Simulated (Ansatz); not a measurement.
# CH4AlNO: shift of H6 from O3 to N1

Aim: the minimum-energy path and barrier of the shift of H6 from O3 to N1. The ends are relaxed first, then joined by a nudged elastic band. SMILES of the start: N=[C](O)[AlH2].

Method: RKS PBE-D4/STO-3G, in Ansatz 0.2.0.

## (1) The starting structure

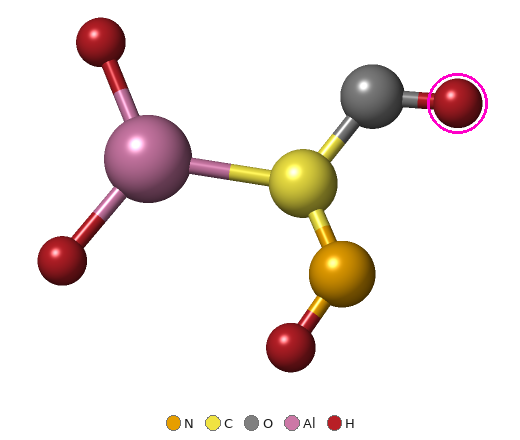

Start, viewed from a chosen angle; nitrogen amber, carbon yellow, oxygen grey, aluminium pink, hydrogen red. Ringed: H6.

Structure file:

```xyz
8

N     0.3051    1.2350   -0.8742
C     0.3401    0.4012    0.0618
O     1.2301    0.5809    1.0778
Al   -0.7389   -1.1838    0.0780
H    -0.4221    1.1668   -1.6887
H     1.8733    1.4035    1.1141
H    -1.8505   -1.4192   -1.0832
H    -0.6450   -2.2415    1.2585
```

## (2) Relaxing end A

input.yaml reads:

```yaml
crystal:
  periodic: [false, false, false]
  atoms:
    - { symbol: "N", position_ang: [0.3051, 1.235, -0.8742] }
    - { symbol: C, position_ang: [0.3401, 0.4012, 0.0618] }
    - { symbol: O, position_ang: [1.2301, 0.5809, 1.0778] }
    - { symbol: Al, position_ang: [-0.7389, -1.1838, 0.078] }
    - { symbol: H, position_ang: [-0.4221, 1.1668, -1.6887] }
    - { symbol: H, position_ang: [1.8733, 1.4035, 1.1141] }
    - { symbol: H, position_ang: [-1.8505, -1.4192, -1.0832] }
    - { symbol: H, position_ang: [-0.645, -2.2415, 1.2585] }
basis:
  gaussian: { orbitals: STO-3G }
hamiltonian:
  xc: pbe
  dispersion: d4
relax:
  f_tol: 0.02
  max_steps: 50
```

Command:

```bash
$ ansatz run input.yaml --threads 1 --pin off --max-ram 2048MiB --backend cpu --events-out ev --progress --plain --runs-dir out
```

Output (excerpt; [...] marks lines left out):

```text
Warning: RAYON_NUM_THREADS=1 ignored (pool sized by the plan → 1); use --threads N
[...]
Functional definition: PBE
[...]
394 factors; integrals over basis functions are off by at most 1.1e-5 eV
[...]
mean field -11083.98655976 eV, -407.3289930754 hartree, gradient 2.4e-5 eV, S^2 0.000000; 0 other end points of the search recorded, 0 dependent functions left out
[...]
reference -11083.98658076 eV, -407.3289938471 hartree; 19, 19 occupied and 9, 9 virtual orbitals, 394 factors
relax step   1: F+E_penalty+E_count = -11084.11788199 eV  Δ(F+E_penalty+E_count) = +0.000e0 eV  max|allowed force component| = 5.525e0 eV/Å  Δτ_max = 0.0000 Å  (24 SCF iters, accepted)
[...]
Atom 0 at     0.396271     1.378750    -0.829917 Å, force     0.005225    -0.004090     0.009935 eV/Å
Atom 1 at     0.316377     0.360326     0.045234 Å, force     0.002683     0.011818    -0.007393 eV/Å
Atom 2 at     1.225730     0.492446     1.129998 Å, force    -0.000619    -0.000164    -0.002001 eV/Å
Atom 3 at    -0.785618    -1.229447     0.108379 Å, force    -0.002359    -0.002127     0.001615 eV/Å
Atom 4 at    -0.336725     1.162638    -1.598298 Å, force    -0.003113    -0.000607    -0.002966 eV/Å
Atom 5 at     1.687152     1.395822     0.874213 Å, force    -0.001418    -0.000784    -0.000425 eV/Å
Atom 6 at    -1.769800    -1.398221    -1.025733 Å, force    -0.000374    -0.000603    -0.001374 eV/Å
Atom 7 at    -0.641287    -2.219412     1.240224 Å, force    -0.000024    -0.003442     0.002611 eV/Å
Dipole moment:    -0.181481    -0.258122     0.006647 e Å
```

Run time: 11 s. Hardware: 1 thread of Intel Xeon 6975P-C (Granite Rapids), shared host; peak memory 0.14 GiB.

The steps of the relaxation:

```csv
step,energy from step 1 (eV),largest force component (eV/Å)
1,0.0000,5.5252
2,-0.9108,1.7226
3,-1.0923,0.7820
4,-1.1070,1.0315
5,-1.1241,0.4297
6,-1.1311,0.3635
7,-1.1411,0.1234
8,-1.1416,0.0598
9,-1.1421,0.0118
```

Step 1 is the start.

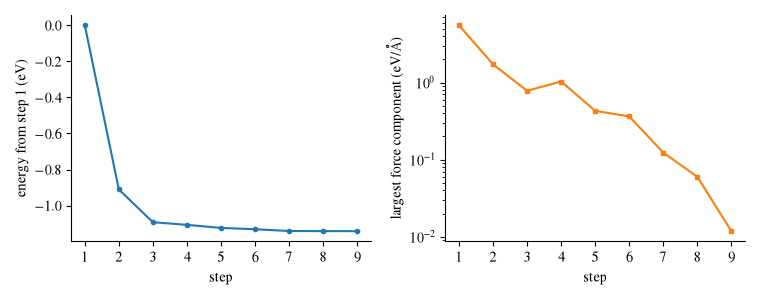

How energy and force went from step to step.

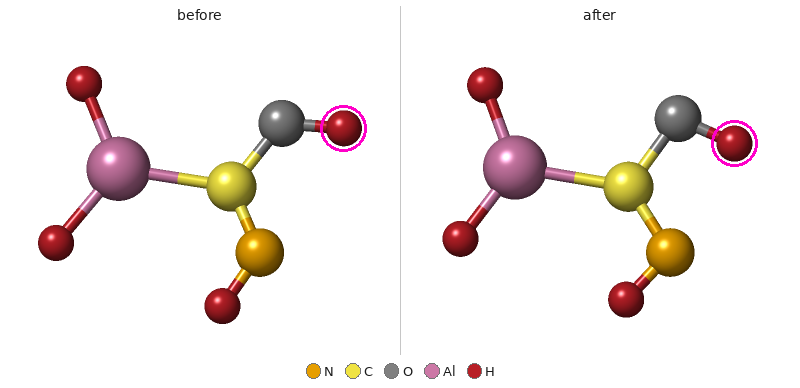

Before and after, at one scale.

After: Bond lengths: N1–C2 1.345 Å, C2–O3 1.422 Å, C2–Al4 1.935 Å, N1–H5 1.084 Å, O3–H6 1.046 Å, Al4–H7 1.511 Å, Al4–H8 1.511 Å. Angles: N1–C2–O3 112.8°, N1–C2–Al4 132.6°, O3–C2–Al4 114.6°, C2–N1–H5 105.7°, C2–O3–H6 100.1°, C2–Al4–H7 116.0°, C2–Al4–H8 120.6°, H7–Al4–H8 123.5°.

## (3) Relaxing end B

The second end starts from a geometry with the move made by hand.

input.yaml: that of step 2 with these lines changed.

```diff
@@ -8,3 +8,3 @@
     - { symbol: H, position_ang: [-0.4221, 1.1668, -1.6887] }
-    - { symbol: H, position_ang: [1.8733, 1.4035, 1.1141] }
+    - { symbol: H, position_ang: [1.07576, 1.86057, -0.56382] }
     - { symbol: H, position_ang: [-1.8505, -1.4192, -1.0832] }
@@ -19 +19,3 @@
   max_steps: 50
+output:
+  orbitals: {}
```

Command:

```bash
$ ansatz run input.yaml --threads 1 --pin off --max-ram 2048MiB --backend cpu --events-out ev --progress --plain --runs-dir out
```

Output:

```text
Warning: RAYON_NUM_THREADS=1 ignored (pool sized by the plan → 1); use --threads N
The last accepted step is kept in <dir> (removed where the run ends without a failure and the disk answers)
Engine: ansatz 0.2.0, x86_64-unknown-linux-gnu
[... 1 set-up line as earlier in the session ...]
  parameter kappa = 0.804
  parameter beta = 0.06672455060314922
  exchange = pbe_x(kappa = kappa, mu = beta*pi^2/3)
  correlation = pbe_c(beta = beta)
396 factors; integrals over basis functions are off by at most 1.1e-5 eV
mean field evaluation 1: about -11078.4801 eV, gradient 3.6e1 eV
mean field evaluation 2: about -10971.0907 eV, gradient 1.4e2 eV
mean field evaluation 4: about -11083.2059 eV, gradient 8.1e0 eV
mean field evaluation 8: about -11083.4415 eV, gradient 1.2e-1 eV
mean field evaluation 16: about -11083.3589 eV, gradient 1.0e-5 eV
mean field -11083.35891755 eV, -407.3059276493 hartree, gradient 1.1e-5 eV, S^2 0.000000; 0 other end points of the search recorded, 0 dependent functions left out
the calculation of the forces begins
reference -11083.35893737 eV, -407.3059283780 hartree; 19, 19 occupied and 9, 9 virtual orbitals, 396 factors
relax step   1: F+E_penalty+E_count = -11083.49018779 eV  Δ(F+E_penalty+E_count) = +0.000e0 eV  max|allowed force component| = 1.113e1 eV/Å  Δτ_max = 0.0000 Å  (25 SCF iters, accepted)
these checks for a lower state are left out or cut short: starts, cluster_reference, orbital_swaps, neighbouring_geometries, increment
396 factors; integrals over basis functions are off by at most 8.4e-6 eV
mean field -11084.84191480 eV, -407.3604267933 hartree, gradient 1.7e-5 eV, S^2 0.000000; 0 other end points of the search recorded, 0 dependent functions left out
the calculation of the forces begins
reference -11084.84193471 eV, -407.3604275250 hartree; 19, 19 occupied and 9, 9 virtual orbitals, 396 factors
relax step   2: F+E_penalty+E_count = -11084.97235065 eV  Δ(F+E_penalty+E_count) = -1.482e0 eV  max|allowed force component| = 3.422e0 eV/Å  Δτ_max = 0.1392 Å  (27 SCF iters, accepted)
these checks for a lower state are left out or cut short: starts, cluster_reference, orbital_swaps, neighbouring_geometries, increment
396 factors; integrals over basis functions are off by at most 9.4e-6 eV
mean field -11085.16524243 eV, -407.3723088643 hartree, gradient 1.6e-5 eV, S^2 0.000000; 0 other end points of the search recorded, 0 dependent functions left out
the calculation of the forces begins
reference -11085.16526260 eV, -407.3723096056 hartree; 19, 19 occupied and 9, 9 virtual orbitals, 396 factors
relax step   3: F+E_penalty+E_count = -11085.29467942 eV  Δ(F+E_penalty+E_count) = -3.223e-1 eV  max|allowed force component| = 7.396e-1 eV/Å  Δτ_max = 0.1491 Å  (26 SCF iters, accepted)
these checks for a lower state are left out or cut short: starts, cluster_reference, orbital_swaps, neighbouring_geometries, increment
396 factors; integrals over basis functions are off by at most 1.3e-5 eV
mean field evaluation 32: about -11085.0863 eV, gradient 5.5e0 eV
mean field -11085.23794370 eV, -407.3749805869 hartree, gradient 8.7e-6 eV, S^2 0.000000; 0 other end points of the search recorded, 0 dependent functions left out
the calculation of the forces begins
reference -11085.23796367 eV, -407.3749813209 hartree; 19, 19 occupied and 9, 9 virtual orbitals, 396 factors
relax step   4: F+E_penalty+E_count = -11085.36736096 eV  Δ(F+E_penalty+E_count) = -7.268e-2 eV  max|allowed force component| = 6.262e-1 eV/Å  Δτ_max = 0.1092 Å  (27 SCF iters, accepted)
these checks for a lower state are left out or cut short: starts, cluster_reference, orbital_swaps, neighbouring_geometries, increment
396 factors; integrals over basis functions are off by at most 2.3e-5 eV
mean field -11085.28192663 eV, -407.3765969296 hartree, gradient 1.3e-5 eV, S^2 0.000000; 0 other end points of the search recorded, 0 dependent functions left out
the calculation of the forces begins
reference -11085.28194609 eV, -407.3765976449 hartree; 19, 19 occupied and 9, 9 virtual orbitals, 396 factors
relax step   5: F+E_penalty+E_count = -11085.41166224 eV  Δ(F+E_penalty+E_count) = -4.430e-2 eV  max|allowed force component| = 8.696e-1 eV/Å  Δτ_max = 0.1359 Å  (33 SCF iters, accepted)
these checks for a lower state are left out or cut short: starts, cluster_reference, orbital_swaps, neighbouring_geometries, increment
397 factors; integrals over basis functions are off by at most 7.5e-6 eV
mean field -11085.26216626 eV, -407.3758707495 hartree, gradient 2.0e-5 eV, S^2 0.000000; 0 other end points of the search recorded, 0 dependent functions left out
the calculation of the forces begins
reference -11085.26218574 eV, -407.3758714652 hartree; 19, 19 occupied and 9, 9 virtual orbitals, 397 factors
relax step   6: F+E_penalty+E_count = -11085.39253009 eV  Δ(F+E_penalty+E_count) = +1.913e-2 eV  max|allowed force component| = 8.645e-1 eV/Å  Δτ_max = 0.2000 Å  (31 SCF iters, rejected (line search))
these checks for a lower state are left out or cut short: starts, cluster_reference, orbital_swaps, neighbouring_geometries, increment
396 factors; integrals over basis functions are off by at most 2.7e-5 eV
mean field -11085.31612218 eV, -407.3778535931 hartree, gradient 2.5e-5 eV, S^2 0.000000; 0 other end points of the search recorded, 0 dependent functions left out
the calculation of the forces begins
reference -11085.31614154 eV, -407.3778543046 hartree; 19, 19 occupied and 9, 9 virtual orbitals, 396 factors
relax step   7: F+E_penalty+E_count = -11085.44648660 eV  Δ(F+E_penalty+E_count) = -3.482e-2 eV  max|allowed force component| = 1.047e-1 eV/Å  Δτ_max = 0.0966 Å  (25 SCF iters, accepted)
these checks for a lower state are left out or cut short: starts, cluster_reference, orbital_swaps, neighbouring_geometries, increment
396 factors; integrals over basis functions are off by at most 2.5e-5 eV
mean field evaluation 64: about -11085.3118 eV, gradient 2.0e-1 eV
mean field -11085.31195034 eV, -407.3777002805 hartree, gradient 2.1e-5 eV, S^2 0.000000; 0 other end points of the search recorded, 0 dependent functions left out
the calculation of the forces begins
reference -11085.31196992 eV, -407.3777010004 hartree; 19, 19 occupied and 9, 9 virtual orbitals, 396 factors
relax step   8: F+E_penalty+E_count = -11085.44212639 eV  Δ(F+E_penalty+E_count) = +4.360e-3 eV  max|allowed force component| = 2.265e-1 eV/Å  Δτ_max = 0.0951 Å  (26 SCF iters, rejected (line search))
these checks for a lower state are left out or cut short: starts, cluster_reference, orbital_swaps, neighbouring_geometries, increment
396 factors; integrals over basis functions are off by at most 2.7e-5 eV
mean field -11085.31911638 eV, -407.3779636279 hartree, gradient 1.9e-5 eV, S^2 0.000000; 0 other end points of the search recorded, 0 dependent functions left out
the calculation of the forces begins
reference -11085.31913580 eV, -407.3779643416 hartree; 19, 19 occupied and 9, 9 virtual orbitals, 396 factors
relax step   9: F+E_penalty+E_count = -11085.44945511 eV  Δ(F+E_penalty+E_count) = -2.969e-3 eV  max|allowed force component| = 7.179e-2 eV/Å  Δτ_max = 0.0476 Å  (26 SCF iters, accepted)
these checks for a lower state are left out or cut short: starts, cluster_reference, orbital_swaps, neighbouring_geometries, increment
396 factors; integrals over basis functions are off by at most 2.6e-5 eV
mean field -11085.32171317 eV, -407.3780590579 hartree, gradient 2.0e-5 eV, S^2 0.000000; 0 other end points of the search recorded, 0 dependent functions left out
the calculation of the forces begins
reference -11085.32173269 eV, -407.3780597754 hartree; 19, 19 occupied and 9, 9 virtual orbitals, 396 factors
relax step  10: F+E_penalty+E_count = -11085.45195167 eV  Δ(F+E_penalty+E_count) = -2.497e-3 eV  max|allowed force component| = 3.120e-2 eV/Å  Δτ_max = 0.0476 Å  (26 SCF iters, accepted)
these checks for a lower state are left out or cut short: starts, cluster_reference, orbital_swaps, neighbouring_geometries, increment
396 factors; integrals over basis functions are off by at most 2.6e-5 eV
mean field -11085.32314176 eV, -407.3781115578 hartree, gradient 1.9e-5 eV, S^2 0.000000; 0 other end points of the search recorded, 0 dependent functions left out
the calculation of the forces begins
reference -11085.32316138 eV, -407.3781122789 hartree; 19, 19 occupied and 9, 9 virtual orbitals, 396 factors
relax step  11: F+E_penalty+E_count = -11085.45326583 eV  Δ(F+E_penalty+E_count) = -1.314e-3 eV  max|allowed force component| = 8.924e-2 eV/Å  Δτ_max = 0.0731 Å  (26 SCF iters, accepted)
these checks for a lower state are left out or cut short: starts, cluster_reference, orbital_swaps, neighbouring_geometries, increment
396 factors; integrals over basis functions are off by at most 2.6e-5 eV
mean field evaluation 96: about -11085.3239 eV, gradient 2.0e-5 eV
mean field -11085.32387857 eV, -407.3781386350 hartree, gradient 2.0e-5 eV, S^2 0.000000; 0 other end points of the search recorded, 0 dependent functions left out
the calculation of the forces begins
reference -11085.32389821 eV, -407.3781393567 hartree; 19, 19 occupied and 9, 9 virtual orbitals, 396 factors
relax step  12: F+E_penalty+E_count = -11085.45397412 eV  Δ(F+E_penalty+E_count) = -7.083e-4 eV  max|allowed force component| = 9.146e-2 eV/Å  Δτ_max = 0.0376 Å  (26 SCF iters, accepted)
these checks for a lower state are left out or cut short: starts, cluster_reference, orbital_swaps, neighbouring_geometries, increment
396 factors; integrals over basis functions are off by at most 2.7e-5 eV
mean field -11085.32499783 eV, -407.3781797671 hartree, gradient 1.9e-5 eV, S^2 0.000000; 0 other end points of the search recorded, 0 dependent functions left out
the calculation of the forces begins
reference -11085.32501743 eV, -407.3781804873 hartree; 19, 19 occupied and 9, 9 virtual orbitals, 396 factors
relax step  13: F+E_penalty+E_count = -11085.45501907 eV  Δ(F+E_penalty+E_count) = -1.045e-3 eV  max|allowed force component| = 7.307e-2 eV/Å  Δτ_max = 0.0716 Å  (26 SCF iters, accepted)
these checks for a lower state are left out or cut short: starts, cluster_reference, orbital_swaps, neighbouring_geometries, increment
396 factors; integrals over basis functions are off by at most 2.8e-5 eV
mean field -11085.32522338 eV, -407.3781880557 hartree, gradient 1.6e-5 eV, S^2 0.000000; 0 other end points of the search recorded, 0 dependent functions left out
the calculation of the forces begins
reference -11085.32524294 eV, -407.3781887747 hartree; 19, 19 occupied and 9, 9 virtual orbitals, 396 factors
relax step  14: F+E_penalty+E_count = -11085.45519745 eV  Δ(F+E_penalty+E_count) = -1.784e-4 eV  max|allowed force component| = 4.771e-2 eV/Å  Δτ_max = 0.0431 Å  (26 SCF iters, accepted)
these checks for a lower state are left out or cut short: starts, cluster_reference, orbital_swaps, neighbouring_geometries, increment
396 factors; integrals over basis functions are off by at most 3.0e-5 eV
mean field -11085.32547231 eV, -407.3781972039 hartree, gradient 1.6e-5 eV, S^2 0.000000; 0 other end points of the search recorded, 0 dependent functions left out
the calculation of the forces begins
reference -11085.32549187 eV, -407.3781979228 hartree; 19, 19 occupied and 9, 9 virtual orbitals, 396 factors
relax step  15: F+E_penalty+E_count = -11085.45541975 eV  Δ(F+E_penalty+E_count) = -2.223e-4 eV  max|allowed force component| = 3.878e-2 eV/Å  Δτ_max = 0.0426 Å  (26 SCF iters, accepted)
these checks for a lower state are left out or cut short: starts, cluster_reference, orbital_swaps, neighbouring_geometries, increment
396 factors; integrals over basis functions are off by at most 2.9e-5 eV
mean field -11085.32553556 eV, -407.3781995284 hartree, gradient 1.9e-5 eV, S^2 0.000000; 0 other end points of the search recorded, 0 dependent functions left out
the calculation of the forces begins
reference -11085.32555512 eV, -407.3782002471 hartree; 19, 19 occupied and 9, 9 virtual orbitals, 396 factors
relax step  16: F+E_penalty+E_count = -11085.45550499 eV  Δ(F+E_penalty+E_count) = -8.525e-5 eV  max|allowed force component| = 1.566e-2 eV/Å  Δτ_max = 0.0117 Å  (27 SCF iters, accepted)
396 factors; integrals over basis functions are off by at most 2.9e-5 eV
mean field evaluation 128: about -11014.9541 eV, gradient 1.3e2 eV
mean field -11085.32553556 eV, -407.3781995284 hartree, gradient 1.9e-5 eV, S^2 0.000000; 1 other end points of the search recorded, 0 dependent functions left out
the calculation of the forces begins
reference -11085.32555512 eV, -407.3782002471 hartree; 19, 19 occupied and 9, 9 virtual orbitals, 396 factors
Total energy: -11085.45552455 eV, -407.3829765356 hartree
Atom 0 at     0.577007     1.028322    -1.021692 Å, force    -0.003263     0.002054    -0.002417 eV/Å
Atom 1 at     0.348295     0.351794     0.284183 Å, force     0.005612     0.004292     0.014239 eV/Å
Atom 2 at     0.990643     0.758915     1.302776 Å, force    -0.007932    -0.003646    -0.015665 eV/Å
Atom 3 at    -0.798583    -1.228382     0.106906 Å, force    -0.008470    -0.012794    -0.004170 eV/Å
Atom 4 at    -0.305589     1.106280    -1.604381 Å, force     0.001816    -0.001320     0.000970 eV/Å
Atom 5 at     0.985261     2.002075    -0.907308 Å, force     0.002014    -0.001438     0.003037 eV/Å
Atom 6 at    -2.016105    -1.139302    -0.792208 Å, force     0.013702    -0.000025     0.011215 eV/Å
Atom 7 at    -0.486370    -2.479732     0.897903 Å, force    -0.003479     0.012878    -0.007209 eV/Å
Dipole moment:    -0.345828     0.037501    -0.286718 e Å
```

It took 21 s on 1 thread of Intel Xeon 6975P-C (Granite Rapids), shared host; peak memory 0.15 GiB.

Relaxation path:

```csv
step,energy from step 1 (eV),largest force component (eV/Å)
1,0.0000,11.1312
2,-1.4822,3.4216
3,-1.8045,0.7396
4,-1.8772,0.6262
5,-1.9215,0.8696
6x,-1.9023,0.8645
7,-1.9563,0.1047
8x,-1.9519,0.2265
9,-1.9593,0.0718
10,-1.9618,0.0312
11,-1.9631,0.0892
12,-1.9638,0.0915
13,-1.9648,0.0731
14,-1.9650,0.0477
15,-1.9652,0.0388
16,-1.9653,0.0157
```

Step 1 is the start. 2 steps were tried and not accepted (marked x).

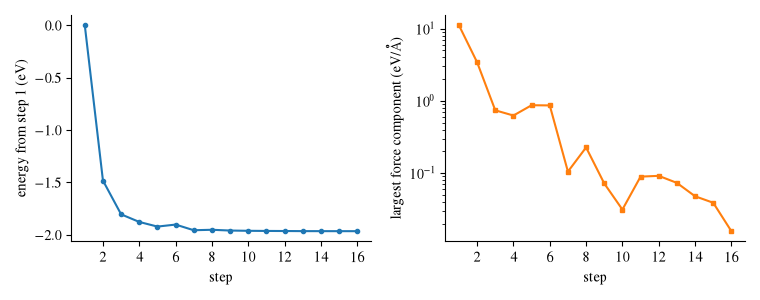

How energy and force went from step to step.

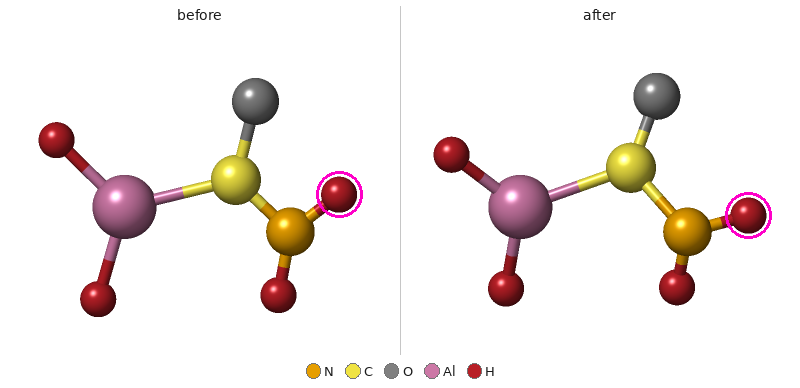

The structure before (left) and after (right), drawn at the same scale.

After: Bond lengths: N1–C2 1.488 Å, C2–O3 1.271 Å, C2–Al4 1.961 Å, N1–H5 1.060 Å, N1–H6 1.062 Å, Al4–H7 1.516 Å, Al4–H8 1.513 Å. Angles: N1–C2–O3 118.7°, N1–C2–Al4 112.1°, O3–C2–Al4 128.8°, C2–N1–H5 112.8°, C2–N1–H6 112.4°, H5–N1–H6 108.2°, C2–Al4–H7 118.4°, C2–Al4–H8 119.9°, H7–Al4–H8 121.6°.

(Part 1 of 3 ends here.)
